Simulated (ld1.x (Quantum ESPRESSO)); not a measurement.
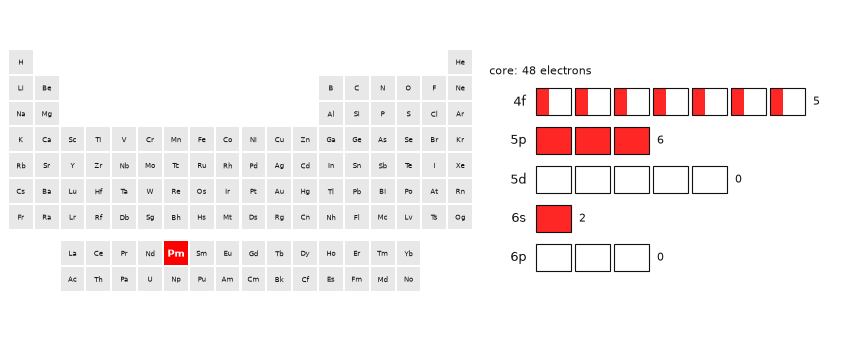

Figure 1. Left, the place of promethium in the periodic table; right, the valence shells of the reference configuration: a box for each of the 2l + 1 orbitals, shaded by the share of the shell that is filled, with the electron count at the right. The shells are those of the unaltered input.

Run report: Pm, pseudopotential generation

Promethium (Pm, Z = 61), core [Kr] 4d10 5s2, reference valence 4f5 5p6 5d0 6s2 6p0, valence charge 13. (This line and the method describe the unaltered input from which the odd one was made.) Computed at this level: TM potential, PBEsol, scalar-relativistic, made with ld1.x (Quantum ESPRESSO) 7.5.

The input:
```
 &input
   title='Pm', zed=61., rel=1, dft='PBESOL', iswitch=3,
   config='[Xe] 4f5 5d0 6s2 6p0',
   nld=4, rlderiv=3.20, eminld=-4.0, emaxld=5.0, deld=0.02
 /
 &inputp
   pseudotype=2, tm=.true., lloc=2,
   nlcc=.true., rcore=0.80,
   file_pseudopw='Pm.UPF', file_wfcaegen='ae.wfc', file_wfcncgen='nc.wfc', file_beta='beta', file_chi='chi'
 /
4
6S  1  0   2.00   0.00  2.65  2.65  0.0
5P  2  1   6.00   0.00  2.25  2.25  0.0
4F  4  3   5.00   0.00  1.30  1.30  0.0
5D  3  2   0.00   0.00  5.50  5.50  0.0
 &test
   configts(1)='4f5 5p6 5d0 6s2 6p0'
 /
```

Command:
```bash
ld1.x < Pm.in > Pm.out
```

The program's output:
```
     Program LD1 v.7.5
     --------------------------- All-electron run ----------------------------

     Pm
     scalar relativistic calculation

     atomic number is 61.00
     dft =PBESOL   lsd =0 sic =0 latt =0  beta=0.20 tr2=1.0E-14
     Exchange-correlation= PBESOL
                           (   1   4  10   8   0   0   0)
     mesh =1259 r(mesh) = 100.89962 a.u. xmin = -7.00 dx = 0.01250
     1 Ry =  13.60569312 eV, c = 137.03599908

     n l     nl                  e(Ry)          e(Ha)          e(eV)
     1 0     1S 1( 2.00)     -3307.7980     -1653.8990    -45004.8849
     2 0     2S 1( 2.00)      -537.8279      -268.9140     -7317.5214
     2 1     2P 1( 6.00)      -480.3455      -240.1727     -6535.4329
     3 0     3S 1( 2.00)      -117.2656       -58.6328     -1595.4799
     3 1     3P 1( 6.00)       -99.2193       -49.6096     -1349.9467
     4 0     4S 1( 2.00)       -23.2987       -11.6493      -316.9948
     4 1     4P 1( 6.00)       -17.3763        -8.6882      -236.4169
     3 2     3D 1(10.00)       -74.4760       -37.2380     -1013.2979
     5 0     5S 1( 2.00)        -3.0796        -1.5398       -41.8998
     5 1     5P 1( 6.00)        -1.6672        -0.8336       -22.6827
     4 2     4D 1(10.00)        -9.0146        -4.5073      -122.6504
     4 3     4F 1( 5.00)        -0.1609        -0.0804        -2.1889
     5 2     5D 1( 0.00)        -0.1337        -0.0668        -1.8190
     6 0     6S 1( 2.00)        -0.2617        -0.1308        -3.5602
     6 1     6P 1( 0.00)        -0.0885        -0.0442        -1.2039

     final scf error:  3.7E-15 reached in  30 iterations

     Etot =  -20033.942865 Ry,  -10016.971433 Ha, -272575.678671 eV

     Ekin =   21368.025949 Ry,   10684.012974 Ha,  290726.803703 eV
     Encl =  -48721.619738 Ry,  -24360.809869 Ha, -662891.406605 eV
     Eh   =    7769.673259 Ry,    3884.836630 Ha,  105711.790028 eV
     Exc  =    -450.022336 Ry,    -225.011168 Ha,   -6122.865797 eV

     normalization and overlap integrals

     s(1S/1S) =  1.000000  <r> =   0.0232  <r2> =    0.0007  r(max) =   0.0148
     s(2S/2S) =  1.000000  <r> =   0.0990  <r2> =    0.0116  r(max) =   0.0843
     s(2P/2P) =  1.000000  <r> =   0.0871  <r2> =    0.0093  r(max) =   0.0673
     s(3S/3S) =  1.000000  <r> =   0.2606  <r2> =    0.0776  r(max) =   0.2379
     s(3P/3P) =  1.000000  <r> =   0.2589  <r2> =    0.0777  r(max) =   0.2350
     s(4S/4S) =  1.000000  <r> =   0.5930  <r2> =    0.3969  r(max) =   0.5497
     s(4P/4P) =  1.000000  <r> =   0.6280  <r2> =    0.4485  r(max) =   0.5779
     s(3D/3D) =  1.000000  <r> =   0.2363  <r2> =    0.0657  r(max) =   0.1924
     s(5S/5S) =  1.000000  <r> =   1.4399  <r2> =    2.3337  r(max) =   1.2861
     s(5P/5P) =  1.000000  <r> =   1.6938  <r2> =    3.2656  r(max) =   1.4574
     s(4D/4D) =  1.000000  <r> =   0.6885  <r2> =    0.5502  r(max) =   0.6000
     s(4F/4F) =  1.000000  <r> =   1.0681  <r2> =    1.6274  r(max) =   0.6387
     s(5D/5D) =  1.000000  <r> =   3.3122  <r2> =   13.7275  r(max) =   2.2015
     s(6S/6S) =  1.000000  <r> =   4.3556  <r2> =   21.5269  r(max) =   3.7215
     s(6P/6P) =  1.000000  <r> =   6.0311  <r2> =   41.8377  r(max) =   4.9611

     ------------------------ End of All-electron run ------------------------

     --------------------- Generating NC pseudopotential ---------------------

      Generating local pot.: lloc=2, matching radius rcloc =   5.5000

      Computing core charge for nlcc:

       r > 0.81 : true rho core
       r < 0.81 : rho core = a sin(br)/r    a=  47.02  b=   3.16

      Integrated core pseudo-charge :  18.75

      Wfc   6S  rcut= 2.622  Using Troullier-Martins method

      Wfc   5P  rcut= 2.257  Using Troullier-Martins method

      Wfc   4F  rcut= 1.302  Using Troullier-Martins method

     ------------------- End of pseudopotential generation -------------------

     --------------------------- All-electron run ----------------------------

     Pm
     scalar relativistic calculation

     atomic number is 61.00
     dft =PBESOL   lsd =0 sic =0 latt =0  beta=0.20 tr2=1.0E-14
     Exchange-correlation= PBESOL
                           (   1   4  10   8   0   0   0)
     mesh =1259 r(mesh) = 100.89962 a.u. xmin = -7.00 dx = 0.01250
     1 Ry =  13.60569312 eV, c = 137.03599908

     n l     nl                  e(Ry)          e(Ha)          e(eV)
     1 0     1S 1( 2.00)     -3307.7980     -1653.8990    -45004.8849
     2 0     2S 1( 2.00)      -537.8279      -268.9140     -7317.5214
     2 1     2P 1( 6.00)      -480.3455      -240.1727     -6535.4329
     3 0     3S 1( 2.00)      -117.2656       -58.6328     -1595.4799
     3 1     3P 1( 6.00)       -99.2193       -49.6096     -1349.9467
     4 0     4S 1( 2.00)       -23.2987       -11.6493      -316.9948
     4 1     4P 1( 6.00)       -17.3763        -8.6882      -236.4169
     3 2     3D 1(10.00)       -74.4760       -37.2380     -1013.2979
     5 0     5S 1( 2.00)        -3.0796        -1.5398       -41.8998
     5 1     5P 1( 6.00)        -1.6672        -0.8336       -22.6827
     4 2     4D 1(10.00)        -9.0146        -4.5073      -122.6504
     4 3     4F 1( 5.00)        -0.1609        -0.0804        -2.1889
     5 2     5D 1( 0.00)        -0.1337        -0.0668        -1.8190
     6 0     6S 1( 2.00)        -0.2617        -0.1308        -3.5602
     6 1     6P 1( 0.00)        -0.0885        -0.0442        -1.2039

     final scf error:  3.7E-15 reached in  30 iterations

     Etot =  -20033.942865 Ry,  -10016.971433 Ha, -272575.678671 eV

     Ekin =   21368.025949 Ry,   10684.012974 Ha,  290726.803703 eV
     Encl =  -48721.619738 Ry,  -24360.809869 Ha, -662891.406605 eV
     Eh   =    7769.673259 Ry,    3884.836630 Ha,  105711.790028 eV
     Exc  =    -450.022336 Ry,    -225.011168 Ha,   -6122.865797 eV

     normalization and overlap integrals

     s(1S/1S) =  1.000000  <r> =   0.0232  <r2> =    0.0007  r(max) =   0.0148
     s(2S/2S) =  1.000000  <r> =   0.0990  <r2> =    0.0116  r(max) =   0.0843
     s(2P/2P) =  1.000000  <r> =   0.0871  <r2> =    0.0093  r(max) =   0.0673
     s(3S/3S) =  1.000000  <r> =   0.2606  <r2> =    0.0776  r(max) =   0.2379
     s(3P/3P) =  1.000000  <r> =   0.2589  <r2> =    0.0777  r(max) =   0.2350
     s(4S/4S) =  1.000000  <r> =   0.5930  <r2> =    0.3969  r(max) =   0.5497
     s(4P/4P) =  1.000000  <r> =   0.6280  <r2> =    0.4485  r(max) =   0.5779
     s(3D/3D) =  1.000000  <r> =   0.2363  <r2> =    0.0657  r(max) =   0.1924
     s(5S/5S) =  1.000000  <r> =   1.4399  <r2> =    2.3337  r(max) =   1.2861
     s(5P/5P) =  1.000000  <r> =   1.6938  <r2> =    3.2656  r(max) =   1.4574
     s(4D/4D) =  1.000000  <r> =   0.6885  <r2> =    0.5502  r(max) =   0.6000
     s(4F/4F) =  1.000000  <r> =   1.0681  <r2> =    1.6274  r(max) =   0.6387
     s(5D/5D) =  1.000000  <r> =   3.3122  <r2> =   13.7275  r(max) =   2.2015
     s(6S/6S) =  1.000000  <r> =   4.3556  <r2> =   21.5269  r(max) =   3.7215
     s(6P/6P) =  1.000000  <r> =   6.0311  <r2> =   41.8377  r(max) =   4.9611

     ------------------------ End of All-electron run ------------------------

     Computing logarithmic derivative in   3.18323
     Computing logarithmic derivative in   3.18323
     Computing the partial wave expansion
       no projector for channel:   2

     ---------------------- Testing the pseudopotential ----------------------

     Pm
     scalar relativistic calculation

     atomic number is 61.00   valence charge is 13.00
     dft =PBESOL   lsd =0 sic =0 latt =0  beta=0.20 tr2=1.0E-14
     mesh =1259 r(mesh) = 100.89962 xmin = -7.00 dx = 0.01250

     n l     nl             e AE (Ry)        e PS (Ry)    De AE-PS (Ry)
     4 3     4F   1( 5.00)       -0.16088       -0.16086       -0.00002
     2 1     5P   1( 6.00)       -1.66715       -1.66715        0.00000
     3 2     5D   1( 0.00)       -0.13369       -0.13369        0.00000
     1 0     6S   1( 2.00)       -0.26167       -0.26167       -0.00000
     3 1     6P   1( 0.00)       -0.08849       -0.10441        0.01592  !

     eps = 7.0E-17  iter = 10

     Etot =  -20033.942865 Ry,  -10016.971433 Ha, -272575.678671 eV
     Etotps =  -145.044438 Ry,     -72.522219 Ha,   -1973.430114 eV

     Ekin =     128.639683 Ry,      64.319842 Ha,    1750.232051 eV
     Encl =    -189.987524 Ry,     -94.993762 Ha,   -2584.911945 eV
     Ehrt =      90.193112 Ry,      45.096556 Ha,    1227.139803 eV
     Ecxc =     -66.217915 Ry,     -33.108958 Ha,    -900.940637 eV
     (Ecc =     -45.505897 Ry,     -22.752948 Ha,    -619.139263 eV)
     Epseu=    -107.671794 Ry,     -53.835897 Ha,   -1464.949385 eV

     ---------------------- End of pseudopotential test ----------------------
```

Outcome:

| quantity | value |
| --- | --- |
| outcome | generated |
| hardware | 1 CPU thread, shared host |
| wall time | 0.78 s |

What is odd here:

This input holds a deliberate oddity: radius of 5D set to 5.50 bohr. The program ran to the end. The all-electron atom is untouched: its total energy equals that from the unaltered input (−20033.9429 Ry). The pseudo-atom's total energy moves by −0.00021 Ry, so the potential, or the configuration in which it is tested, is another one. The pseudo-atom meets the occupied all-electron levels that the test lists within 0.00002 Ry. No test for ghost states or cutoffs was run on this potential, so its soundness isn't shown.
